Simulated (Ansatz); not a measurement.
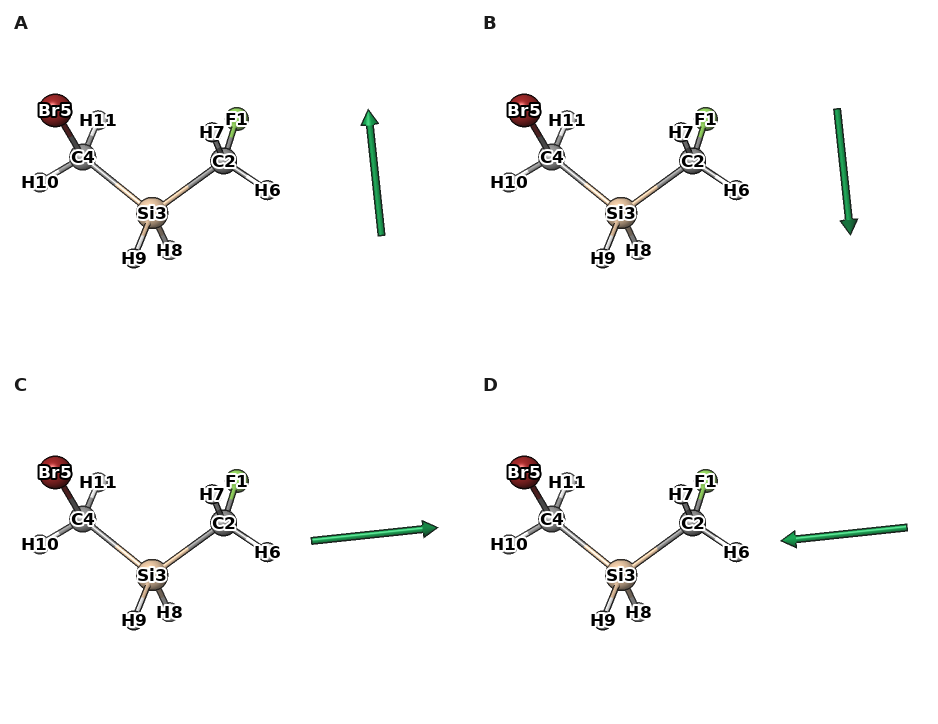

The same molecule four times, each with an arrow. Computed geometry: PBE-D4/def2-SVP optimisation. No frequency run is at hand to confirm it as a minimum. Level of theory: RKS PBE-D4/def2-SVP (Ansatz 0.2.0).

> Which arrow points along the dipole moment, from the negative to the positive end?

B. The dipole moment is 1.26 D; it points from the side of Br5 to the side of H8, H9 (the outermost atoms at the two ends).
